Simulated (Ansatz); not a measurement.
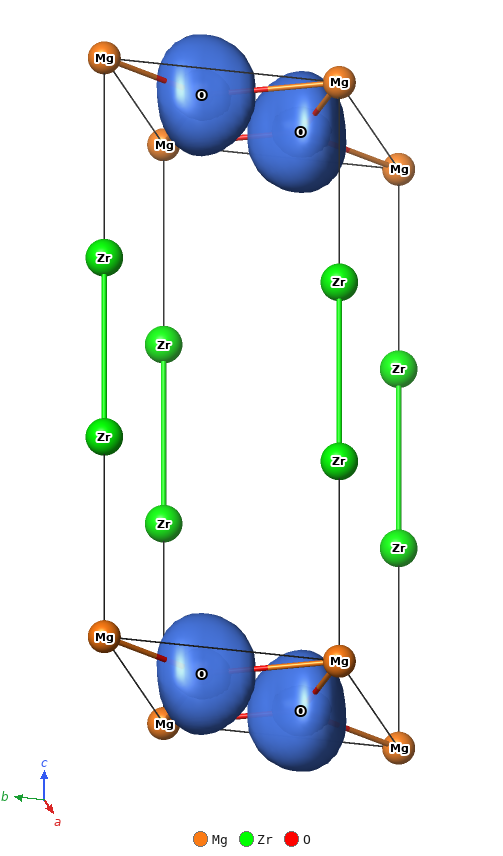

*MgZr$_{2}$O$_{2}$. Isosurface of the ELF at 0.75 (blue), seen at an oblique angle. Core shells and regions of very low density are left out. Sticks mark near contacts.*

Space group P6/mmm; a structure generated by program, which may or may not match a known phase.

Level of theory: DFT PBE, scalar-relativistic, plane waves, PAW in Ansatz.

Core electrons are frozen (PAW), and the valence fields are smoothed inside the atomic spheres.

Where are the electrons localised?

At this value the surface marks out two regions wrapped around O (the valence shell of each), counted in one cell of 5 atoms. Regions shared between cells count once. Profiles from the grid: Mg–O (2.05 Å): the ELF peaks at about 0.80 in the valence shell of O, 0.6 Å from its nucleus, and is about 0.25 at the midpoint (no shared electron pair shows on this line). Zr–Zr (2.79 Å): the ELF peaks at about 0.65 between the atoms.
